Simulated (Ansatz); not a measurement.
Os (P6_3/mmc, No. 194): the input geometry of an electronic-structure calculation (not necessarily at equilibrium).

```cif
data_structure
_symmetry_space_group_name_H-M 'P 1'
_symmetry_Int_Tables_number 1
_cell_length_a 2.7655
_cell_length_b 2.7655
_cell_length_c 4.3570
_cell_angle_alpha 90.000
_cell_angle_beta 90.000
_cell_angle_gamma 120.000
_cell_volume 28.86
loop_
_atom_site_label
_atom_site_type_symbol
_atom_site_fract_x
_atom_site_fract_y
_atom_site_fract_z
_atom_site_occupancy
Os1 Os 0.33333 0.66667 0.25000 1
Os2 Os 0.66667 0.33333 0.75000 1
```

**What will an iDPC-like image along [201] show? Simulated as the projected potential of neutral atoms (B = 0.8 Å²) blurred by a 0.50 Å probe, the thin-sample limit of integrated differential phase contrast. The display is stretched by a gamma of 0.65; percentages refer to the linear signal.**

The columns repeat on a centred rectangular net of 1.71 × 4.79 Å (plane group c2mm). All columns are alike (Os). The shortest distance between visible columns is 1.17 Å in projection. Along the beam the structure repeats every 7.04 Å.

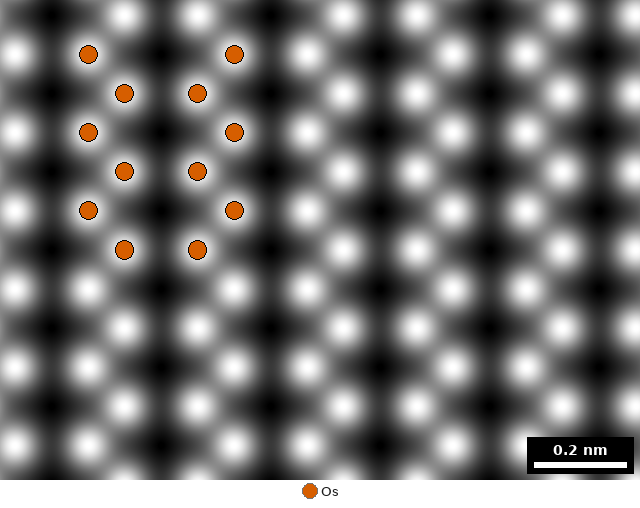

The simulated image, with the columns of the model marked in one corner.
